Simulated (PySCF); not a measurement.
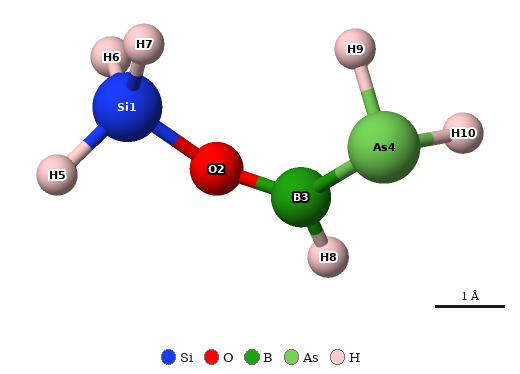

*The structure (ball-and-stick view, seen at a tilt; atoms are numbered from 1 in the order of the input).*

**Run report: BSiAsH$_{6}$O, excited-state calculation**

The run: excited-state calculation of BSiAsH$_{6}$O, SMILES [SiH3]OB[AsH2]. Method and program: TDDFT CAM-B3LYP/def2-SVPD, vertical, gas phase, core orbitals frozen in the response (PySCF 2.14.0).

The geometry comes from this level: GFN2-xTB. It belongs to a series of runs on one base structure; here: H on B replaced by OSiH3.

The input
```
{"job": {"kind": "uv", "xc": "CAM-B3LYP", "basis": "def2-SVPD", "nstates": 8, "ntriplets": 3}, "charge": 0, "multiplicity": 1}
Si    -1.795212     0.231452    -0.033605
O     -0.503935    -0.651524    -0.432227
B      0.776736    -0.933610    -0.434555
As     2.181845     0.217079     0.490387
H     -2.608475    -0.688405     0.759988
H     -2.370608     0.597855    -1.326167
H     -1.426456     1.420857     0.745873
H      1.109898    -1.936695    -0.971628
H      1.570826     1.518973     0.046005
H      3.074264     0.228674    -0.719439
```

The first line tells a small driver script what to run in PySCF; the rest is the geometry in Å.

Run on 1 CPU thread, shared host.

Run as:
```bash
OMP_NUM_THREADS=1 python <driver script> task.json out
```

What the program printed
```
coarse grid: 38936 points
cycle   1  E = -2628.6636652754  dE = -4.550e-01  |g| = 6.745e-01  |ddm| = 3.814e+00
cycle   2  E = -2628.5978583071  dE =  6.581e-02  |g| = 9.175e-01  |ddm| = 1.477e+00
cycle   3  E = -2628.7481178953  dE = -1.503e-01  |g| = 6.013e-02  |ddm| = 7.940e-01
cycle   4  E = -2628.7489424824  dE = -8.246e-04  |g| = 1.674e-02  |ddm| = 1.322e-01
cycle   5  E = -2628.7490058517  dE = -6.337e-05  |g| = 2.696e-03  |ddm| = 3.078e-02
cycle   6  E = -2628.7490077512  dE = -1.900e-06  |g| = 1.018e-03  |ddm| = 7.535e-03
final grid: 79648 points
cycle   7  E = -2628.7490200481  dE = -2.252e-07  |g| = 8.870e-04  |ddm| = 4.492e-03
cycle   8  E = -2628.7490200848  dE = -3.669e-08  |g| = 8.359e-04  |ddm| = 2.634e-03
cycle   9  E = -2628.7490201524  dE = -6.762e-08  |g| = 3.609e-05  |ddm| = 1.175e-03
cycle  10  E = -2628.7490201534  dE = -1.018e-09  |g| = 2.017e-05  |ddm| = 1.249e-04
cycle  11  E = -2628.7490201536  dE = -2.346e-10  |g| = 1.194e-05  |ddm| = 6.687e-05
```

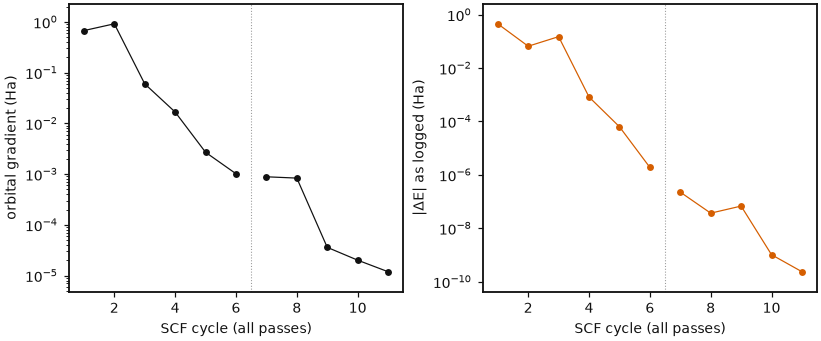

*Convergence of the self-consistent field: orbital gradient and size of the energy change against the SCF cycle. The dotted line marks the change from a coarse to the final integration grid.*

The first 6 cycles use a coarse grid, the final grid takes over at cycle 7, and the field converges after 11 cycles in all.

```
converged SCF energy = -2628.7490201536

Static polarisability (au): isotropic 75.832, principal 65.251 72.504 89.741

Singlet excitations
state   eV       nm        f      main configurations
  1   4.9518    250.4   0.01523   H->L 0.77, H->L+1 0.11
  2   5.9296    209.1   0.01427   H->L+1 0.66, H->L+3 0.17, H->L 0.09
  3   6.3542    195.1   0.03897   H->L+3 0.59, H->L+2 0.10, H->L+1 0.09
  4   6.6661    186.0   0.03884   H-1->L 0.74
  5   7.0515    175.8   0.04062   H->L+2 0.36, H->L+4 0.26, H-1->L+1 0.13
  6   7.4701    166.0   0.17435   H->L+5 0.32, H->L+8 0.20, H-1->L+1 0.16
  7   7.5444    164.3   0.18963   H-1->L+1 0.39, H->L+5 0.29, H->L+2 0.14
  8   7.7236    160.5   0.00083   H->L+4 0.36, H->L+2 0.24, H-1->L+1 0.10

Triplet excitations (Tamm-Dancoff, eV): 4.3392 5.4809 5.7832
```

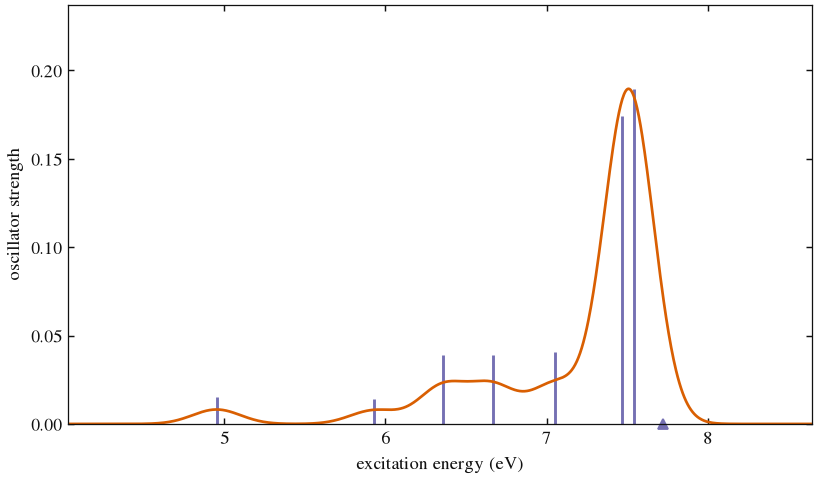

*Computed excitations as sticks (degenerate states added up, dark ones marked on the axis), with a Gaussian envelope of 0.35 eV full width at half maximum, scaled to the tallest.*

Of the 8 states the lowest lies at 4.95 eV (f = 0.015); the strongest line is at 7.54 eV, or 164 nm (f = 0.190).

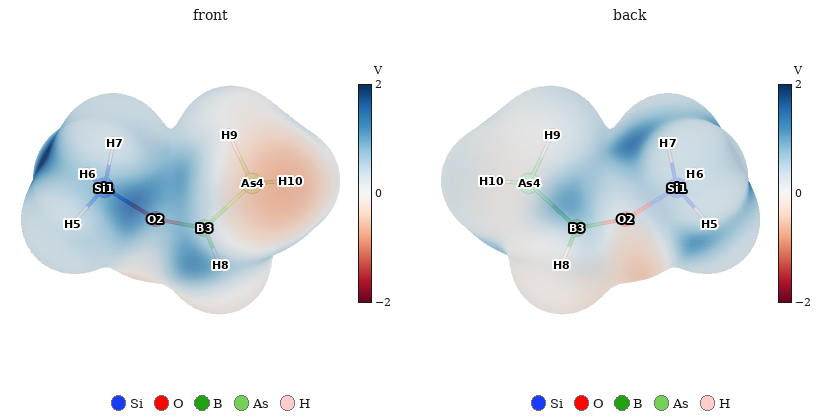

*The molecular electrostatic potential painted on the density surface at 0.002 e/bohr³, seen at a tilt and from behind; the colour scale runs from red (negative) to blue (positive).*

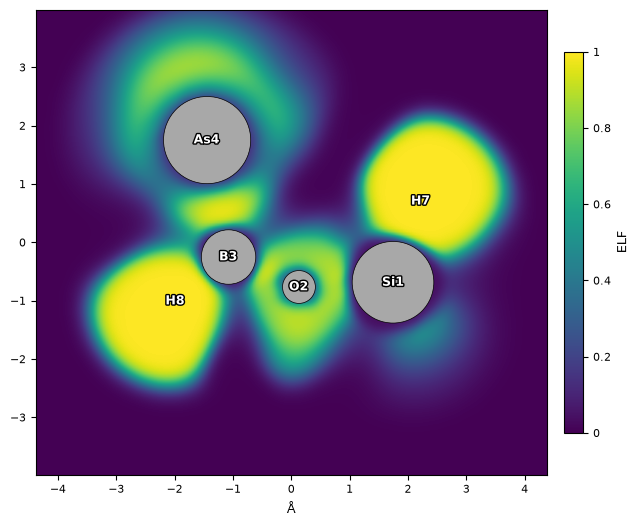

*Electron localisation function on the plane of atoms Si1, O2 and B3. Grey discs, where drawn, cover atomic cores.*

B–As (2.04 Å): the ELF peaks at about 0.95 between the atoms, which marks a shared electron pair. Si–H (1.47 Å): the ELF climbs to about 1 towards the hydrogen.

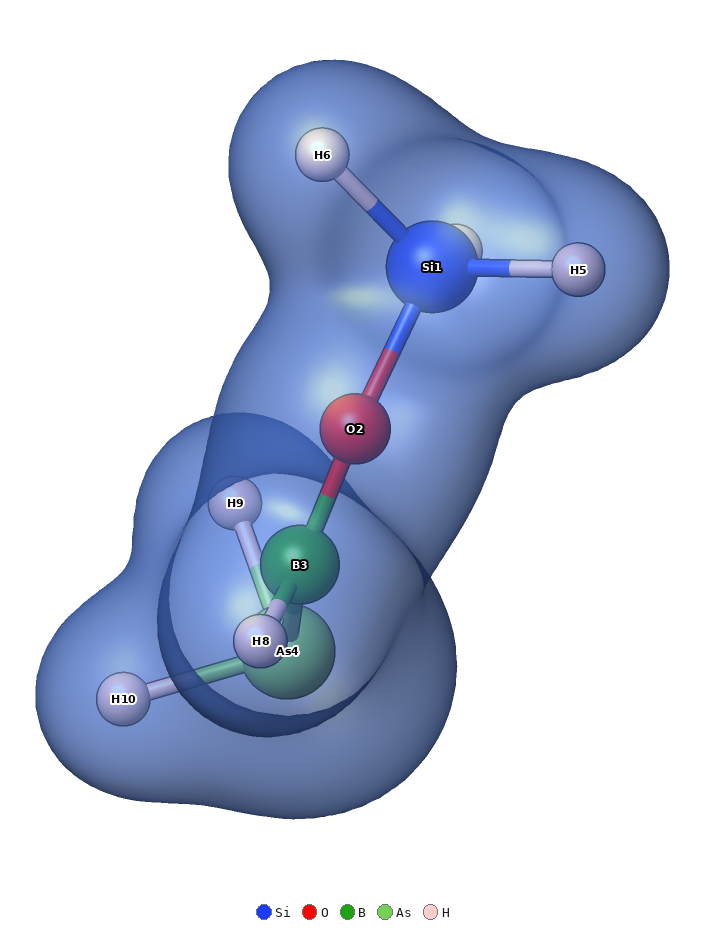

*Isosurface of the electron density at 0.1 e/Å³ (blue), seen at an oblique angle.*

At this value the surface is in one piece. On the grid the lowest density along these lines, outside the cores, is 1.7 e/Å³ (B–O, 1.31 Å), 0.95 e/Å³ (Si–O, 1.61 Å), 0.85 e/Å³ (B–As, 2.04 Å) and 1.2 e/Å³ (B–H, 1.19 Å).

Results in brief

| quantity | value |
| --- | --- |
| outcome | converged |
| total energy | −2628.749020 hartree |
| HOMO | −8.28 eV |
| LUMO | 0.36 eV |
| dipole moment | 1.51 D |
| mean polarisability | 75.83 a.u. |
| lowest singlet excitation | 4.95 eV |
| wall time | 57 s |
| peak memory | 0.67 GiB |

Spin–orbit coupling is left out, which matters for the heavy atoms.
